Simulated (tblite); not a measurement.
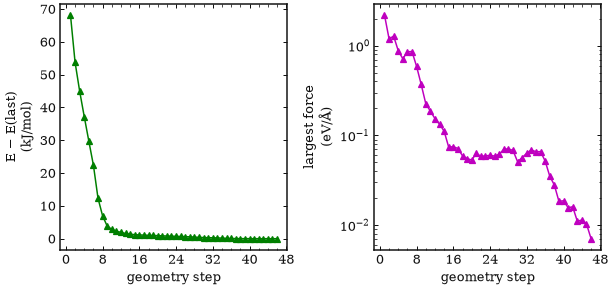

History of a geometry optimisation. The run: C6H8OSi (SMILES [SiH3]O[C@@]12C=C[C@H]3[C@@H]1[C@H]32), by GFN2-xTB geometry optimisation, gas phase in tblite 0.8.0.

The optimisation met its thresholds at geometry 46, counting the start as the first. The energy fell by about 68 kJ/mol from the first step to the last. The largest force goes from about 2.2 eV/Å at the start to 7 × 10⁻³ eV/Å at the end.
